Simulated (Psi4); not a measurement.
**One shape, several levels: [AlH4]− (SMILES [AlH4-])**

Aim: a comparison of 4 runs (B3LYP/6-31G*, wB97X/6-31G**, AQCC/6-31G*) of [AlH4]−. 

The results are computed with Psi4 1.11.

1 further run of the same task is left out (set aside as unsound or not needed).

### 1 The molecule

[AlH4]− has 5 atoms, charge -1, and is taken as a singlet. SMILES: `[AlH4-]`. The shape comes from GFN2-xTB, which is rough for such elements, and wasn't checked as a minimum.

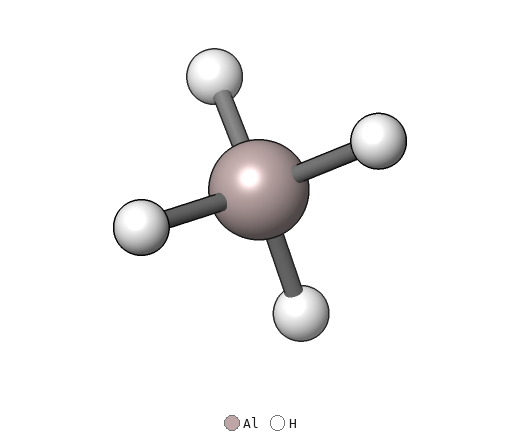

The structure, seen from a chosen angle (aluminium light grey, hydrogen white).

### 2 The energy at B3LYP/6-31G(d) (Cartesian functions) (run 1)

job.dat reads:

```
memory 1600 MB

molecule geom {
  -1 1
  Al    -0.000020     0.000060    -0.001080
  H      1.443510    -0.504270     0.556410
  H     -1.182970    -0.604500     0.939130
  H     -0.203840    -0.517130    -1.530710
  H     -0.056670     1.625850     0.036250
  symmetry c1
  no_reorient
  no_com
}

set {
  puream false
  e_convergence 1e-09
  d_convergence 1e-08
  scf_type pk
  dft_radial_points 99
  dft_spherical_points 590
}

E, wfn = energy("b3lyp/6-31G*", return_wfn=True)
oeprop(wfn, "QUADRUPOLE", "MAYER_INDICES", "LOWDIN_CHARGES", title="B3LYP")
```

Started as:

```bash
psi4 -i job.dat -o job.out -n 1
```

job.out:

```text
[...]
  Running in c1 symmetry.
[...]
  Nuclear repulsion =   18.102884358391940
[...]
  Multiplicity = 1
[...]
  Nalpha       = 9
  Nbeta        = 9
[...]
    Number of basis functions: 27
[...]
   @RKS iter   1:  -244.78112557939022   -4.85012e-01   8.82038e-03 ADIIS/DIIS
[...]
   @RKS iter   7:  -244.85071436396805   -6.11067e-12   6.57971e-09 DIIS
[...]
  @RKS Final Energy:  -244.85071436396805
   => Energetics <=
    Nuclear Repulsion Energy =             18.1028843583919397
    One-Electron Energy =                -379.5173491759879312
    Two-Electron Energy =                 132.9562888508436345
    DFT Exchange-Correlation Energy =     -16.3925383972156631
    Empirical Dispersion Energy =           0.0000000000000000
    VV10 Nonlocal Energy =                  0.0000000000000000
    Total Energy =                       -244.8507143639680521
[...]
 Multipole Moments:
 ------------------------------------------------------------------------------------
     Multipole            Electronic (a.u.)      Nuclear  (a.u.)        Total (a.u.)
 ------------------------------------------------------------------------------------
 L = 1.  Multiply by 2.5417464519 to convert [e a0] to [Debye]
 Dipole X            :          0.0003777           -0.0004346           -0.0000569
 Dipole Y            :         -0.0011273            0.0013795            0.0002522
 Dipole Z            :          0.0226025           -0.0244909           -0.0018883
 Magnitude           :                                                    0.0019059
 L = 2.  Multiply by 1.3450342976 to convert [e a0^2] to [Debye ang]
 Quadrupole XX       :        -30.7684519           12.5983645          -18.1700874
 Quadrupole XY       :         -0.0021347            0.0016478           -0.0004869
[...]
```

It took 3.3 s on 1 thread of Intel Xeon 6975P-C (Granite Rapids), shared host; peak memory 0.44 GiB.

### 3 A single-point energy at wB97X/6-31G(d,p) (spherical functions) (run 2)

calc.py reads:

```python
import psi4

psi4.set_memory('1600 MB')
psi4.set_num_threads(1)
psi4.set_output_file('run.log', False)

geom = psi4.geometry("""
-1 1
Al    -0.000020     0.000060    -0.001080
H      1.443510    -0.504270     0.556410
H     -1.182970    -0.604500     0.939130
H     -0.203840    -0.517130    -1.530710
H     -0.056670     1.625850     0.036250
symmetry c1
""")

options = {'basis': '6-31G**', 'puream': True, 'e_convergence': 1e-09, 'd_convergence': 1e-08, 'scf_type': 'pk', 'dft_radial_points': 99, 'dft_spherical_points': 590}
psi4.set_options(options)

energy_value, wavefunction = psi4.energy('WB97X', molecule=geom, return_wfn=True)
psi4.oeprop(wavefunction, 'QUADRUPOLE', 'LOWDIN_CHARGES', 'DIPOLE', title='WB97X')
print('E =', round(energy_value, 9))
```

Started as:

```bash
python calc.py
```

run.log:

```text
[...]
  Running in c1 symmetry.
[...]
  Nuclear repulsion =   18.102884358391940
[...]
  Multiplicity = 1
[...]
  Nalpha       = 9
  Nbeta        = 9
[...]
    Number of basis functions: 38
[...]
   @RKS iter   1:  -244.78760374287126   -7.09773e-01   4.11029e-03 DIIS/ADIIS
[...]
   @RKS iter   8:  -244.81438933551971   -2.98428e-12   1.33836e-09 DIIS
[...]
  @RKS Final Energy:  -244.81438933551971
   => Energetics <=
    Nuclear Repulsion Energy =             18.1028843583919397
    One-Electron Energy =                -379.5417533372112757
    Two-Electron Energy =                 131.4644750609069490
    DFT Exchange-Correlation Energy =     -14.8399954176073017
    Empirical Dispersion Energy =           0.0000000000000000
    VV10 Nonlocal Energy =                  0.0000000000000000
    Total Energy =                       -244.8143893355197065
[...]
 Multipole Moments:
 ------------------------------------------------------------------------------------
     Multipole            Electronic (a.u.)      Nuclear  (a.u.)        Total (a.u.)
 ------------------------------------------------------------------------------------
 L = 1.  Multiply by 2.5417464519 to convert [e a0] to [Debye]
 Dipole X            :         -0.0001858            0.0000930           -0.0000928
 Dipole Y            :          0.0005958           -0.0002453            0.0003505
 Dipole Z            :         -0.0083180            0.0045670           -0.0037510
 Magnitude           :                                                    0.0037685
 L = 2.  Multiply by 1.3450342976 to convert [e a0^2] to [Debye ang]
 Quadrupole XX       :        -30.7670282           12.5983645          -18.1686636
 Quadrupole XY       :         -0.0021383            0.0016478           -0.0004905
[...]
```

The script printed:

```text
E = -244.814389336
```

Run time: 4.2 s. Hardware: 1 thread of Intel Xeon 6975P-C (Granite Rapids), shared host; peak memory 0.51 GiB.

Run 3 isn't shown in full; the table further down has it.

### 4 Energy and gradient at AQCC/6-31G(d) (DKH3, Cartesian functions) (run 4)

job.in reads:

```
memory 1.6 GB

molecule {
  -1 1
  Al    -0.000020     0.000060    -0.001080
  H      1.443510    -0.504270     0.556410
  H     -1.182970    -0.604500     0.939130
  H     -0.203840    -0.517130    -1.530710
  H     -0.056670     1.625850     0.036250
}

set basis 6-31G*
set reference rhf
set scf_type pk
set relativistic dkh
set dkh_order 3

e_tot, wfn = gradient("aqcc", return_wfn=True)
print_variables()
```

Started as:

```bash
psi4 -n 1 job.in job.out
```

job.out:

```text
[...]
  Running in c1 symmetry.
[...]
  Nuclear repulsion =   18.102884358391940
[...]
  Multiplicity = 1
[...]
  Nalpha       = 9
  Nbeta        = 9
[...]
    Number of basis functions: 27
[...]
   @RHF iter   1:  -244.58391179735585   -7.45331e-01   4.31428e-03 DIIS/ADIIS
[...]
      * SCS-MP2 total energy:                 -244.687070072859
[...]
      * MP2 total energy:                     -244.678700569805
[...]
      * SCS-MP2 total energy:                 -244.687100003794
[...]
      * MP2 total energy:                     -244.678728386439
[...]
   @RHF iter  10:  -244.60132111990933    4.83169e-13   1.29077e-11 DIIS
[...]
  @RHF Final Energy:  -244.60132111990933
   => Energetics <=
    Nuclear Repulsion Energy =             18.1113581326301301
    One-Electron Energy =                -379.9547921667296464
    Two-Electron Energy =                 117.2421129141901872
    Total Energy =                       -244.6013211199093291
[...]
 Multipole Moments:
 ------------------------------------------------------------------------------------
     Multipole            Electronic (a.u.)      Nuclear  (a.u.)        Total (a.u.)
 ------------------------------------------------------------------------------------
 L = 1.  Multiply by 2.5417464519 to convert [e a0] to [Debye]
 Dipole X            :         -0.0003115            0.0000930           -0.0002185
 Dipole Y            :          0.0011222           -0.0002453            0.0008770
 Dipole Z            :         -0.0096278            0.0045670           -0.0050608
 Magnitude           :                                                    0.0051409
[...]
      * SCS-MP2 total energy:                 -244.687037842510
[...]
      * MP2 total energy:                     -244.678670450461
[...]
```

Wall time 11 s (1 thread of Intel Xeon 6975P-C (Granite Rapids), shared host); peak memory 0.21 GiB.

### 5 All runs side by side

| run | level | Cartesian functions | task | energy (Eh) | wall time |
| --- | --- | --- | --- | --- | --- |
| 1 | B3LYP/6-31G* (Cartesian functions) | yes | energy | -244.850714 | 3.3 s |
| 2 | wB97X/6-31G** (spherical functions) | no | energy | -244.814389 | 4.2 s |
| 3 | AQCC/6-31G* (Cartesian functions) | yes | gradient | -244.314925 | 9.3 s |
| 4 | AQCC/6-31G* (DKH3, Cartesian functions) | yes | gradient | -244.703498 | 11 s |

### 6 Results

| quantity | value |
| --- | --- |
| run 4: total energy | -244.70350 Eh |
| run 4: correlation energy | -102.1 mEh |
| run 4: largest force on an atom | 0.329 eV/Å |

In words: Totals of different functionals can't be ranked against each other. Some runs of one species differ in core potentials or relativity; totals across that change don't compare. All runs together took 27 s, the longest 11 s.
